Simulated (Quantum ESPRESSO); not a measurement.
# Collinear magnetic orders of KMnF3 with Quantum ESPRESSO, part 2 of 2

Does KMnF3 prefer parallel or opposed moments?

Quantum ESPRESSO 7.5; PBEsol with U = 4 eV on Mn d (ortho-atomic projectors); plane waves with GBRV 1.5 PBEsol potentials, no spin-orbit coupling.

So far, absolute magnetization (μB): step 2 (start 1: ferro +) 5.00.

**3. Start 2: antiferro q=(0,1/2,1/2) +−**

The cell is doubled to 10 atoms to hold this order. The wavevector q is in fractions of the reciprocal vectors of the crystal's primitive cell, as the cells of these inputs are built from it; moments change sign between cells as cos(2π q·R).

File pw.in:

```
&CONTROL
  calculation = 'scf'
  prefix = 'pwscf'
  outdir = './tmp'
  pseudo_dir = './pseudo'
  disk_io = 'nowf'
/
&SYSTEM
  ibrav = 0
  nat = 10
  ntyp = 4
  ecutwfc = 40
  ecutrho = 280
  nbnd = 59
  occupations = 'smearing'
  smearing = 'fd'
  degauss = 0.00367493
  nspin = 2
  starting_magnetization(1) = 0
  starting_magnetization(2) = 0.3
  starting_magnetization(3) = -0.3
  starting_magnetization(4) = 0
/
&ELECTRONS
  conv_thr = 2d-08
  electron_maxstep = 150
  mixing_beta = 0.3
/
ATOMIC_SPECIES
K      39.0983 k_pbesol_v1.4.uspp.F.UPF
Mn1    54.9380 mn_pbesol_v1.5.uspp.F.UPF
Mn2    54.9380 mn_pbesol_v1.5.uspp.F.UPF
F      18.9984 f_pbesol_v1.4.uspp.F.UPF
CELL_PARAMETERS angstrom
   4.1893000000    0.0000000000    0.0000000000
   0.0000000000    8.3786000000    0.0000000000
   0.0000000000    4.1893000000    4.1893000000
ATOMIC_POSITIONS crystal
K       0.5000000000    0.0000000000    0.5000000000
K       0.5000000000    0.5000000000    0.5000000000
Mn1     0.0000000000    0.0000000000    0.0000000000
Mn2     0.0000000000    0.5000000000    0.0000000000
F       0.5000000000    0.0000000000    0.0000000000
F       0.5000000000    0.5000000000    0.0000000000
F       0.0000000000    0.2500000000    0.0000000000
F       0.0000000000    0.7500000000    0.0000000000
F       0.0000000000    0.7500000000    0.5000000000
F       0.0000000000    0.2500000000    0.5000000000
K_POINTS automatic
6 3 6 0 0 0
HUBBARD {ortho-atomic}
U Mn1-3d 4.0000
U Mn2-3d 4.0000
```

Command:

```
$ OMP_NUM_THREADS=1 mpirun -n 4 pw.x -nk 4 -in pw.in > pw.out
```

The program printed:

```text
[banner, memory and clock lines left out]
Program PWSCF v.7.5 starts

     Message from routine setup:
     using ibrav=0 with symmetry is DISCOURAGED, use correct ibrav instead

     bravais-lattice index     =            0
     lattice parameter (alat)  =       7.9166  a.u.
     unit-cell volume          =     992.3183 (a.u.)^3
     number of atoms/cell      =           10
     number of atomic types    =            4
     number of electrons       =        90.00
     number of Kohn-Sham states=           59
     kinetic-energy cutoff     =      40.0000  Ry
     charge density cutoff     =     280.0000  Ry
     scf convergence threshold =      2.0E-08
     mixing beta               =       0.3000
     number of iterations used =            8  plain     mixing
     Exchange-correlation= SLA  PW   PSX  PSC
                           (   1   4  10   8   0   0   0)
     Hubbard projectors: ortho-atomic
     Hubbard parameters of DFT+U (Dudarev formulation) in eV:
     U(Mn1-3d) =  4.0000
     U(Mn2-3d) =  4.0000

     Internal variables: lda_plus_u =T, lda_plus_u_kind = 0

     Internal variables: orbital_resolved =F, hub_pot_fix =F, apply_U = F

     celldm(1)=   7.916630  celldm(2)=   0.000000  celldm(3)=   0.000000
     celldm(4)=   0.000000  celldm(5)=   0.000000  celldm(6)=   0.000000

     crystal axes: (cart. coord. in units of alat)
               a(1) = (   1.000000   0.000000   0.000000 )
               a(2) = (   0.000000   2.000000   0.000000 )
               a(3) = (   0.000000   1.000000   1.000000 )

     reciprocal axes: (cart. coord. in units 2 pi/alat)
               b(1) = (  1.000000  0.000000  0.000000 )
               b(2) = (  0.000000  0.500000 -0.500000 )
               b(3) = (  0.000000  0.000000  1.000000 )

     PseudoPot. # 1 for K  read from file:
     k_pbesol_v1.4.uspp.F.UPF
     Pseudo is Ultrasoft + core correction, Zval =  9.0

     PseudoPot. # 2 for Mn read from file:
     mn_pbesol_v1.5.uspp.F.UPF
     Pseudo is Ultrasoft + core correction, Zval = 15.0

     PseudoPot. # 3 for Mn read from file:
     mn_pbesol_v1.5.uspp.F.UPF
     Pseudo is Ultrasoft + core correction, Zval = 15.0

     PseudoPot. # 4 for F  read from file:
     f_pbesol_v1.4.uspp.F.UPF
     Pseudo is Ultrasoft, Zval =  7.0

     atomic species   valence    mass     pseudopotential
     K                 9.00    39.09830     K ( 1.00)
     Mn1              15.00    54.93800     Mn( 1.00)
     Mn2              15.00    54.93800     Mn( 1.00)
     F                 7.00    18.99840     F ( 1.00)

     Starting magnetic structure
     atomic species   magnetization
     K               0.000
     Mn1             0.300
     Mn2            -0.300
     F               0.000

     16 Sym. Ops., with inversion, found

   Cartesian axes

     site n.     atom                  positions (alat units)
         1        K      tau(   1) = (   0.5000000   0.5000000   0.5000000  )
         2        K      tau(   2) = (   0.5000000   1.5000000   0.5000000  )
         3        Mn1    tau(   3) = (   0.0000000   0.0000000   0.0000000  )
         4        Mn2    tau(   4) = (   0.0000000   1.0000000   0.0000000  )
         5        F      tau(   5) = (   0.5000000   0.0000000   0.0000000  )
         6        F      tau(   6) = (   0.5000000   1.0000000   0.0000000  )
         7        F      tau(   7) = (   0.0000000   0.5000000   0.0000000  )
         8        F      tau(   8) = (   0.0000000   1.5000000   0.0000000  )
         9        F      tau(   9) = (   0.0000000   2.0000000   0.5000000  )
        10        F      tau(  10) = (   0.0000000   1.0000000   0.5000000  )

     number of k points=    24  Fermi-Dirac smearing, width (Ry)=  0.0037
                       cart. coord. in units 2pi/alat
        k(    1) = (   0.0000000   0.0000000   0.0000000), wk =   0.0092593
        k(    2) = (   0.0000000   0.0000000   0.1666667), wk =   0.0370370
        k(    3) = (   0.0000000   0.0000000   0.3333333), wk =   0.0370370
        k(    4) = (   0.0000000   0.0000000  -0.5000000), wk =   0.0092593
        k(    5) = (   0.0000000   0.1666667  -0.1666667), wk =   0.0370370
        [... 19 further k-points ...]

     Dense  grid:    78483 G-vectors     FFT dimensions: (  45,  90,  60)

     Smooth grid:    34035 G-vectors     FFT dimensions: (  32,  64,  45)

     Check: negative core charge=   -0.000025
     Generating pointlists ...
     new r_m :   0.2917 (alat units)  2.3091 (a.u.) for type    1
     new r_m :   0.2063 (alat units)  1.6328 (a.u.) for type    2
     new r_m :   0.2063 (alat units)  1.6328 (a.u.) for type    3
     new r_m :   0.2063 (alat units)  1.6328 (a.u.) for type    4

     Initial potential from superposition of free atoms

     starting charge      87.9925, renormalised to      90.0000

     STARTING HUBBARD OCCUPATIONS:

     =================== HUBBARD OCCUPATIONS ===================
     ------------------------ ATOM    3 ------------------------
     Tr[ns(  3)] (up, down, total) =   5.00000  0.00000  5.00000
     Atomic magnetic moment for atom   3 =   5.00000
     [... lines left out ...]
     ------------------------ ATOM    4 ------------------------
     Tr[ns(  4)] (up, down, total) =   0.00000  5.00000  5.00000
     Atomic magnetic moment for atom   4 =  -5.00000
     [... lines left out ...]
     Number of occupied Hubbard levels =   10.0000

     Atomic wfc used for Hubbard projectors are orthogonalized

     Starting wfcs are   66 randomized atomic wfcs

     Self-consistent Calculation

     iteration #  1     ecut=    40.00 Ry     beta= 0.30
     Davidson diagonalization with overlap
     ethr =  1.00E-02,  avg # of iterations =  6.7

     =================== HUBBARD OCCUPATIONS ===================
     ------------------------ ATOM    3 ------------------------
     Tr[ns(  3)] (up, down, total) =   4.95968  0.15579  5.11547
     Atomic magnetic moment for atom   3 =   4.80389
     [... lines left out ...]
     ------------------------ ATOM    4 ------------------------
     Tr[ns(  4)] (up, down, total) =   0.15578  4.95960  5.11538
     Atomic magnetic moment for atom   4 =  -4.80382
     [... lines left out ...]
     Number of occupied Hubbard levels =   10.2308

     Threshold (ethr) on eigenvalues was too large:
     Diagonalizing with lowered threshold

     Davidson diagonalization with overlap
     ethr =  7.99E-04,  avg # of iterations =  2.8

     total energy              =    -827.80067968 Ry
     estimated scf accuracy    <       0.73624348 Ry

     total magnetization       =     0.00 Bohr mag/cell
     absolute magnetization    =     9.76 Bohr mag/cell

     iteration #  2     ecut=    40.00 Ry     beta= 0.30
     Davidson diagonalization with overlap
     ethr =  8.18E-04,  avg # of iterations =  2.0

     total energy              =    -827.88246549 Ry
     estimated scf accuracy    <       0.09732504 Ry

     total magnetization       =    -0.00 Bohr mag/cell
     absolute magnetization    =     9.74 Bohr mag/cell

     [... further iterations left out ...]

     iteration # 10     ecut=    40.00 Ry     beta= 0.30
     Davidson diagonalization with overlap
     ethr =  7.08E-11,  avg # of iterations =  4.9

     negative rho (up, down):  5.157E-04 5.157E-04

     total energy              =    -827.90320855 Ry
     estimated scf accuracy    <       0.00000029 Ry

     total magnetization       =    -0.00 Bohr mag/cell
     absolute magnetization    =     9.77 Bohr mag/cell

     iteration # 11     ecut=    40.00 Ry     beta= 0.30
     Davidson diagonalization with overlap
     ethr =  7.08E-11,  avg # of iterations =  4.2

     negative rho (up, down):  5.156E-04 5.156E-04

     Magnetic moment per site  (integrated on atomic sphere of radius R)
     atom   1 (R=0.292)  charge=  7.7093  magn= -0.0000
     atom   2 (R=0.292)  charge=  7.7093  magn=  0.0000
     atom   3 (R=0.206)  charge= 12.3269  magn=  4.2020
     atom   4 (R=0.206)  charge= 12.3269  magn= -4.2020
     atom   5 (R=0.206)  charge=  6.6768  magn=  0.0510
     atom   6 (R=0.206)  charge=  6.6768  magn= -0.0510
     atom   7 (R=0.206)  charge=  6.6769  magn=  0.0000
     atom   8 (R=0.206)  charge=  6.6769  magn=  0.0000
     atom   9 (R=0.206)  charge=  6.6770  magn=  0.0000
     atom  10 (R=0.206)  charge=  6.6770  magn=  0.0000

     End of self-consistent calculation

     =================== HUBBARD OCCUPATIONS ===================
     ------------------------ ATOM    3 ------------------------
     Tr[ns(  3)] (up, down, total) =   4.98415  0.22735  5.21150
     Atomic magnetic moment for atom   3 =   4.75680
     [... lines left out ...]
     ------------------------ ATOM    4 ------------------------
     Tr[ns(  4)] (up, down, total) =   0.22735  4.98415  5.21150
     Atomic magnetic moment for atom   4 =  -4.75680
     [... lines left out ...]
     Number of occupied Hubbard levels =   10.4230

     [... lines left out ...]
     the Fermi energy is     7.1087 ev

!    total energy              =    -827.90320869 Ry
     estimated scf accuracy    <          1.8E-09 Ry
     smearing contrib. (-TS)   =      -0.00000000 Ry
     internal energy E=F+TS    =    -827.90320869 Ry

     The total energy is F=E-TS. E is the sum of the following terms:
     one-electron contribution =    -495.97227558 Ry
     hartree contribution      =     288.11922010 Ry
     xc contribution           =    -126.54645088 Ry
     ewald contribution        =    -493.57122332 Ry
     Hubbard energy            =       0.06752099 Ry

     total magnetization       =    -0.00 Bohr mag/cell
     absolute magnetization    =     9.77 Bohr mag/cell

     convergence has been achieved in  11 iterations
```

The job ended after 78 s (4 MPI ranks of Arm Neoverse V2, shared host; peak memory 0.89 GiB; 5.2 min of CPU time).

Spin moment in the atom's sphere by atom:

```tsv
atom	spin moment in the atom's sphere (μB)
K1	0.00
K2	0.00
Mn3	4.20
Mn4	-4.20
F5	0.05
F6	-0.05
F7	0.00
F8	0.00
F9	0.00
F10	0.00
```

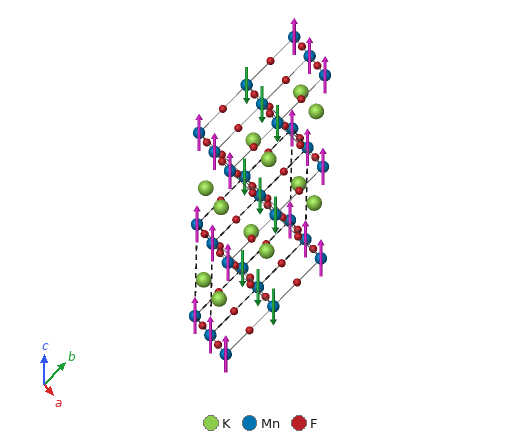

Spin moment in the atom's sphere as arrows, the longest 4.20 μB. Up and down stand for the sign. Arrows give size and sign along the axis of quantisation, drawn up and down the page. The two directions have two colours. 2×1×2 cells are drawn. Some periodic images of atoms are drawn too.

Numbers from this step:

- smearing term TS: 7.12e-15 eV
- magnetization: 0 μB
- absolute magnetization: 9.772 μB
- final state: antiferromagnetic

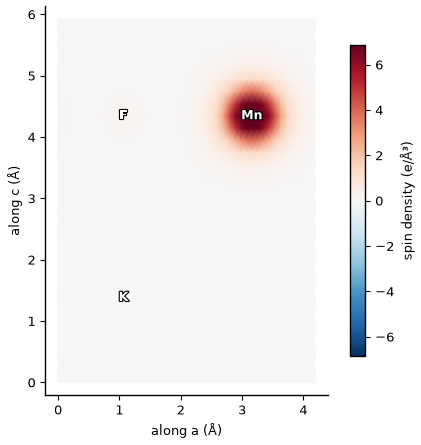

Spin density in the ac plane at fractional y = 0.000, with atoms of K and Mn and F within 0.2 Å of it. The map starts off the cell's origin, so that atoms lie inside it.

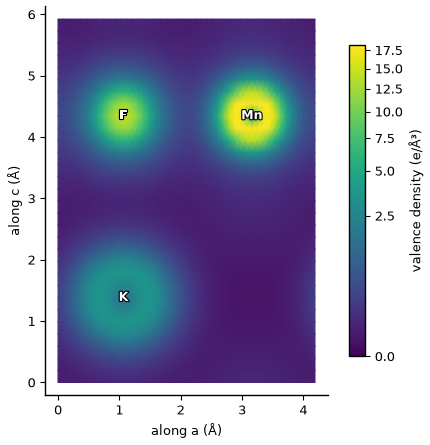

Valence density in the ac plane at fractional y = 0.000, with atoms of K and Mn and F within 0.2 Å of it. It is the smooth field of the valence electrons, not physical close to the nuclei. The map starts off the cell's origin, so that atoms lie inside it. The colour scale is stretched toward low values.

**4. Run 3 (antiferro q=(1/2,1/2,1/2) +−)**

The cell is doubled to 10 atoms to hold this order.

File pw.in:

```
&CONTROL
  calculation = 'scf'
  prefix = 'pwscf'
  outdir = './tmp'
  pseudo_dir = './pseudo'
  disk_io = 'nowf'
/
&SYSTEM
  ibrav = 0
  nat = 10
  ntyp = 4
  ecutwfc = 40
  ecutrho = 280
  nbnd = 59
  occupations = 'smearing'
  smearing = 'fd'
  degauss = 0.00367493
  nspin = 2
  starting_magnetization(1) = 0
  starting_magnetization(2) = 0.3
  starting_magnetization(3) = -0.3
  starting_magnetization(4) = 0
/
&ELECTRONS
  conv_thr = 2d-08
  electron_maxstep = 150
  mixing_beta = 0.3
/
ATOMIC_SPECIES
K      39.0983 k_pbesol_v1.4.uspp.F.UPF
Mn1    54.9380 mn_pbesol_v1.5.uspp.F.UPF
Mn2    54.9380 mn_pbesol_v1.5.uspp.F.UPF
F      18.9984 f_pbesol_v1.4.uspp.F.UPF
CELL_PARAMETERS angstrom
   8.3786000000    0.0000000000    0.0000000000
   4.1893000000    4.1893000000    0.0000000000
   4.1893000000    0.0000000000    4.1893000000
ATOMIC_POSITIONS crystal
K       0.7500000000    0.5000000000    0.5000000000
K       0.2500000000    0.5000000000    0.5000000000
Mn1     0.0000000000    0.0000000000    0.0000000000
Mn2     0.5000000000    0.0000000000    0.0000000000
F       0.2500000000    0.0000000000    0.0000000000
F       0.7500000000    0.0000000000    0.0000000000
F       0.7500000000    0.5000000000    0.0000000000
F       0.2500000000    0.5000000000    0.0000000000
F       0.7500000000    0.0000000000    0.5000000000
F       0.2500000000    0.0000000000    0.5000000000
K_POINTS automatic
3 6 6 0 0 0
HUBBARD {ortho-atomic}
U Mn1-3d 4.0000
U Mn2-3d 4.0000
```

The program printed:

```text
     [... lines left out ...]
Program PWSCF v.7.5 starts
     [... lines left out ...]
     number of atoms/cell      =           10
     [... lines left out ...]
     number of electrons       =        90.00
     number of Kohn-Sham states=           59
     kinetic-energy cutoff     =      40.0000  Ry
     charge density cutoff     =     280.0000  Ry
     scf convergence threshold =      2.0E-08
     [... lines left out ...]
     48 Sym. Ops., with inversion, found
     [... lines left out ...]
     number of k points=    10  Fermi-Dirac smearing, width (Ry)=  0.0037
     [... lines left out ...]
     iteration # 11     ecut=    40.00 Ry     beta= 0.30
     [... lines left out ...]
     Magnetic moment per site  (integrated on atomic sphere of radius R)
     atom   1 (R=0.146)  charge=  7.7093  magn=  0.0000
     atom   2 (R=0.146)  charge=  7.7093  magn=  0.0000
     atom   3 (R=0.103)  charge= 12.3283  magn=  4.1953
     atom   4 (R=0.103)  charge= 12.3283  magn= -4.1953
     atom   5 (R=0.103)  charge=  6.6766  magn= -0.0000
     atom   6 (R=0.103)  charge=  6.6766  magn= -0.0000
     atom   7 (R=0.103)  charge=  6.6766  magn= -0.0000
     atom   8 (R=0.103)  charge=  6.6766  magn= -0.0000
     atom   9 (R=0.103)  charge=  6.6766  magn= -0.0000
     atom  10 (R=0.103)  charge=  6.6766  magn= -0.0000
     [... lines left out ...]
     Tr[ns(  3)] (up, down, total) =   4.98357  0.23201  5.21558
     [... lines left out ...]
     Tr[ns(  4)] (up, down, total) =   0.23201  4.98357  5.21558
     [... lines left out ...]
     the Fermi energy is     7.2050 ev
!    total energy              =    -827.90446906 Ry
     estimated scf accuracy    <          1.3E-09 Ry
     smearing contrib. (-TS)   =      -0.00000000 Ry
     [... lines left out ...]
     total magnetization       =    -0.00 Bohr mag/cell
     absolute magnetization    =     9.66 Bohr mag/cell
     convergence has been achieved in  11 iterations
```

Elapsed: 50 s, on 4 MPI ranks; peak memory 0.7 GiB.

Spin moment in the atom's sphere by atom:

```tsv
atom	spin moment in the atom's sphere (μB)
K1	0.00
K2	0.00
Mn3	4.20
Mn4	-4.20
F5	0.00
F6	0.00
F7	0.00
F8	0.00
F9	0.00
F10	0.00
```

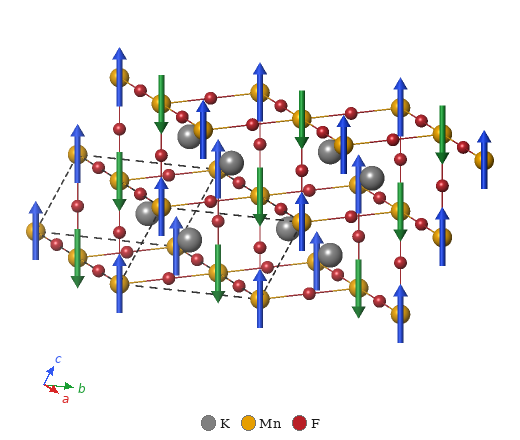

Spin moment in the atom's sphere as arrows, the longest 4.20 μB. Up and down stand for the sign. Arrows give size and sign along the axis of quantisation, drawn up and down the page. The two directions have two colours. 1×2×2 cells are drawn. Some periodic images of atoms are drawn too.

Numbers from this step:

```
smearing term TS       : 9.33e-16 eV
magnetization          : 0 μB
absolute magnetization : 9.662 μB
final state            : antiferromagnetic
```

**5. Energies of the orders**

An order is kept where moments of 0.15 μB or more survive with the typed signs; meshes match where a doubled cell samples the same k points as the first cell.

Orders:

```tsv
start	final state	typed order kept	energy over the lowest (meV a seeded atom)	largest site moment (μB)	net moment (μB a cell of the first run)	mesh matched	CPU time (s)
ferro +	ferromagnetic	yes	28.42	4.217	5	yes	47.16
antiferro q=(0,1/2,1/2) +-	antiferromagnetic	yes	8.574	4.202	0	yes	313.2
antiferro q=(1/2,1/2,1/2) +-	antiferromagnetic	yes	0	4.195	0	yes	199.4
```

**6. Energy mapping**

E = −Σ J e·e over ordered pairs of unit vectors, so each pair counts twice. As many shells are taken as there are differences of energy, so the couplings are solved for and no residual tests the model; further shells are folded in, and shells whose pairs keep their relative signs in all orders cancel and are not probed. Couplings from the energies:

```tsv
pair	distance (Å)	neighbours an atom	J (meV)
Mn-Mn	4.189	6	-2.368
Mn-Mn	5.925	12	-0.05614
```

**7. Occupations of the corrected shells in the lowest state**

Occupations of the Hubbard shells:

```tsv
block	type	shell	spin	electrons	occupation numbers
3	Mn1	3d	up	4.984	0.994 0.994 0.999 0.999 0.999
3	Mn1	3d	down	0.232	0.025 0.025 0.025 0.078 0.078
4	Mn2	3d	up	0.232	0.025 0.025 0.025 0.078 0.078
4	Mn2	3d	down	4.984	0.994 0.994 0.999 0.999 0.999
```

**8. What came out**

```json
{"lowest state found": "antiferromagnetic (from antiferro q=(1/2,1/2,1/2) +-)", "largest site moment": "4.20 μB", "next state with moments": "antiferromagnetic, 8.57 meV a seeded atom higher", "J of the weightiest shell (Mn-Mn, 4.19 Å; E = −Σ J e·e, ordered pairs)": "-2.37 meV"}
```

In words: The largest moment changes by 0.51 % between the kept orders, as for well localised moments. This is the lowest of 3 collinear or spinless starts, no proof of the ground state.

[Logs and program files are shortened in this print: banners, set-up blocks, solver, clock and traceback lines can be left out without a mark of their own.]

[Logs are printed without paths, hosts, clocks, repeated set-up lines and the standing remarks that a program may print on its own settings, such as how far it seeks lower states.]

[Hosts, paths, dates, database ids (printed as entryN), source tags and the programs' standing remarks are cut or masked in the printed files.]

[Where a cell is said to come from a database of computed structures, the database is the Materials Project.]
